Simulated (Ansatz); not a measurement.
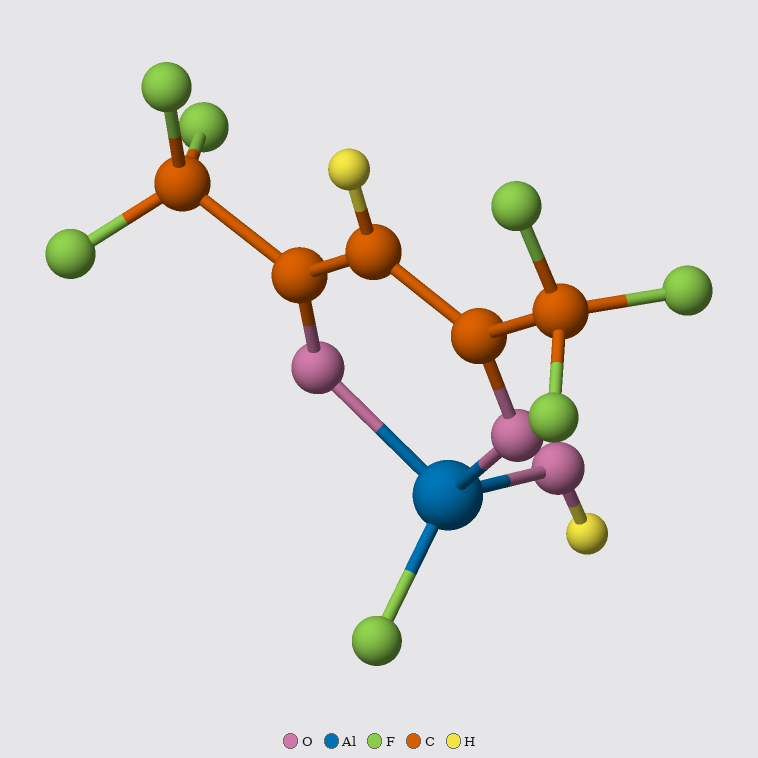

Figure made from data computed with Ansatz.

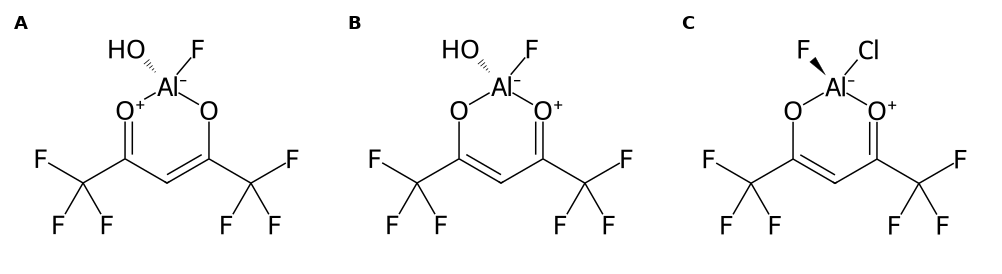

Which structural formula matches the 3D model?

Answer. B, `[OH][Al@@-]1([F])[O]C(C(F)(F)F)=CC(C(F)(F)F)=[O+]1`.
